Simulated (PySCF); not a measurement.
## Electronic structure of C₃H₉NSi (SMILES CN[SiH]1CC1) in real space

```xyz
14

C    -2.2827    0.0643    0.3754
N    -1.1013   -0.5636   -0.1715
Si    0.2809    0.3383   -0.6454
C     1.6482    0.5016    0.6320
C     1.9092   -0.5673   -0.4465
H    -2.9301    0.4973   -0.3964
H    -2.8640   -0.6663    0.9409
H    -1.9758    0.8618    1.0484
H    -1.3417   -1.3713   -0.7283
H     0.1612    1.3750   -1.6634
H     2.3157    1.3513    0.6163
H     1.5150    0.1231    1.6356
H     1.9404   -1.5888   -0.0972
H     2.7246   -0.3559   -1.1221
```

Geometry: GFN2-xTB.

Theory: PySCF 2.14.0, PBE0/pcSseg-1, SCF density, gas phase, non-relativistic.

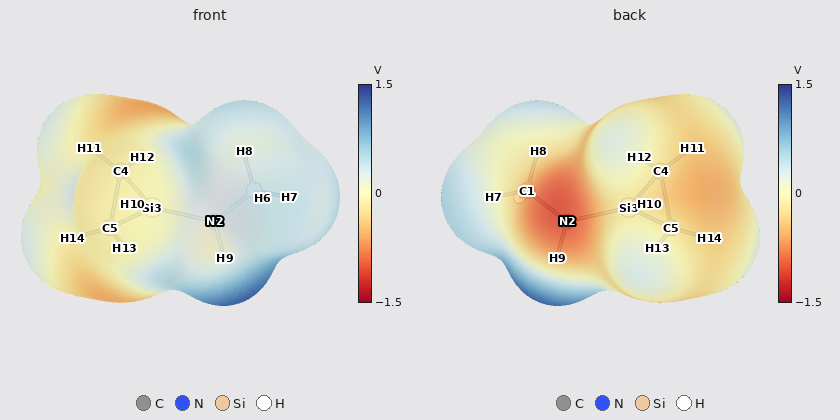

Figure 1. The molecular electrostatic potential painted on the density surface at 0.001 e/bohr³, seen from the front and from behind; the colour scale runs from red (negative) to blue (positive).

**Describe the electrostatic potential map.**

The most negative region (about −1.0 V) lies over N2, the most positive (about +1.2 V) over H9. N2 is the likeliest acceptor of a hydrogen bond.

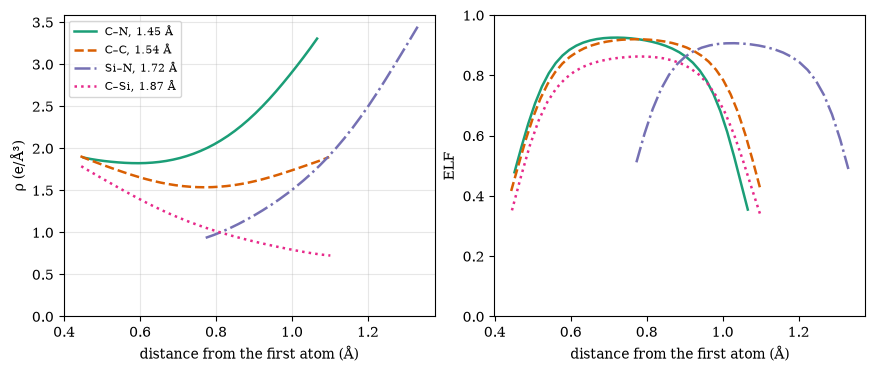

Figure 2. Electron density and ELF along straight lines between neighbouring atoms. The curves leave out the atomic cores.

**Compare the contacts.**

C–N (1.45 Å): ρ is about 1.9 e/Å³ halfway; the ELF peaks at about 0.95 between the atoms, as expected for a covalent bond.
C–C (1.54 Å): ρ is about 1.5 e/Å³ halfway; the ELF peaks at about 0.90 between the atoms; localised, covalent bonding.
Si–N (1.72 Å): ρ is about 1.1 e/Å³ halfway; the ELF peaks at about 0.90 between the atoms; a shared but strongly polarised pair.
C–Si (1.87 Å): the density is about 0.85 e/Å³ at the midpoint; the ELF peaks at about 0.85 between the atoms (localised, covalent bonding).
